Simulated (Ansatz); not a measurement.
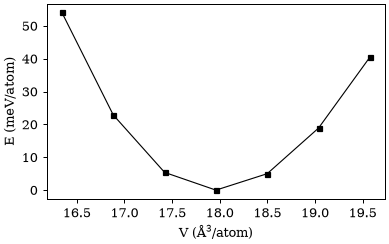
*TiS2 (fluorite, Fm-3m) under volume change, DFT-PBE in the program Ansatz with PAW potentials, scaled uniformly.*

Question: What does a third-order Birch–Murnaghan fit give for V₀, B₀ and B′?

Answer: V₀ = 17.96 Å³/atom, B₀ = 102 GPa, B′ = 3.9.

A made-up cell: these elements were put on the sites of a structure type; neither database checked (COD, Materials Project) lists it. It is not the phase usual at ambient conditions (space group No. 164). The cell was relaxed with PBE under the symmetry of its start; its stability against distortions is not shown here. The run is not spin-polarised.

Potentials: the later of the program's two PAW sets.
